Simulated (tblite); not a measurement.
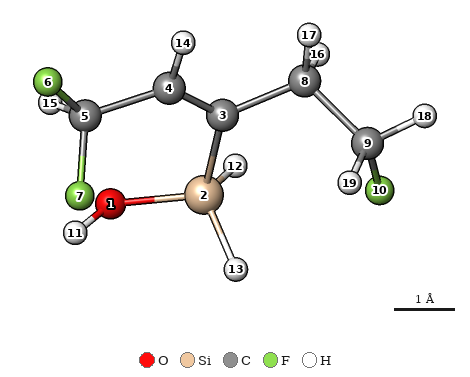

Fig. 1: The structure as given in the input (ball-and-stick view, seen at a tilt; atoms are numbered from 1 in the order of the input).

Run report: C5H9F3OSi, frequency calculation

- system: C5H9F3OSi
- method: GFN2-xTB harmonic vibrations, gas phase (tblite 0.8.0)

It belongs to a series of runs on one base structure; here: H on C replaced by CHF2.

**Input**
```
{"job": {"kind": "ir", "xc": "GFN2-xTB", "basis": "xTB"}, "charge": 0, "multiplicity": 1}
O     -2.236705    -1.537383    -0.282486
Si    -0.848821    -1.325038     0.535058
C      0.272182    -0.005481    -0.266847
C     -0.136887     0.957011    -1.085883
C     -1.553028     1.165661    -1.520073
F     -1.665269     2.292269    -2.264372
F     -2.400902     1.340896    -0.460165
C      1.735537    -0.090748     0.065696
C      1.999326     0.055514     1.559705
F      1.633160    -1.085568     2.232968
H     -2.970599    -0.935924    -0.185411
H     -0.213202    -2.618760     0.338312
H     -1.114084    -0.915716     1.910865
H      0.548562     1.679909    -1.512974
H     -1.957338     0.332030    -2.116676
H      2.115276    -1.065398    -0.249426
H      2.297276     0.687037    -0.456457
H      3.066019     0.201916     1.759150
H      1.419693     0.877025     1.991554
```

The first line tells a small driver script what to run in tblite; the rest is the geometry in Å.

Launched with:
```bash
OMP_NUM_THREADS=1 python <driver script> task.json out
```

**Log**
```
mode    cm-1     km/mol
  1      27.0      4.03
  2      54.4      1.78
  3      77.4      4.09
  4     114.8      7.37
  5     117.6      6.91
  6     128.3      1.06
  7     186.3      9.45
  8     216.9      1.92
  9     227.7      1.70
 10     308.5      5.42
 11     345.0     37.49
 12     379.1     95.75
 13     404.6     17.86
 14     479.7     10.26
 15     524.2     15.40
 16     563.4     80.13
 17     589.1     22.22
 18     636.5     11.29
 19     662.9     22.46
 20     731.8    207.57
 21     770.1    157.00
 22     814.7     92.61
 23     820.6    230.28
 24     882.4      5.10
 25     900.8    161.57
 26     932.0     56.38
 27     973.1    152.67
 28    1024.0     10.85
 29    1041.5    113.72
 30    1078.3     83.18
 31    1120.9     38.68
 32    1149.0      6.55
 33    1174.5      9.59
 34    1225.9      0.50
 35    1256.2     37.38
 36    1263.7     13.09
 37    1301.2     16.79
 38    1326.5     15.06
 39    1330.2      3.03
 40    1445.0      2.28
 41    1455.0      4.28
 42    1690.2      6.18
 43    2287.4    261.46
 44    2337.5    238.80
 45    2874.9     23.97
 46    2945.1     28.45
 47    2954.5     13.36
 48    2972.6     46.10
 49    2979.9     26.45
 50    3033.7     30.33
 51    3661.5     26.08
```

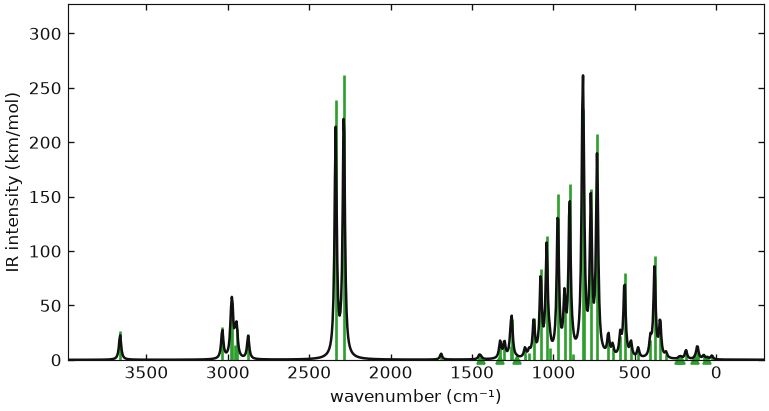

Fig. 2: Harmonic infrared spectrum, unscaled: sticks (degenerate modes added up, dark ones marked on the axis) with a Lorentzian envelope of 16 cm⁻¹ full width, scaled to the tallest stick. 51 modes from 27 to 3662 cm⁻¹, none imaginary. The strongest line is at 2287 cm⁻¹ (261 km/mol).

**Key numbers**

```csv
quantity,value
outcome,converged
total energy,−961.0914 eV
zero-point energy,82.6270 kcal/mol
hardware,"1 CPU thread, shared host"
wall time,0.82 s
peak memory,0.18 GiB
```
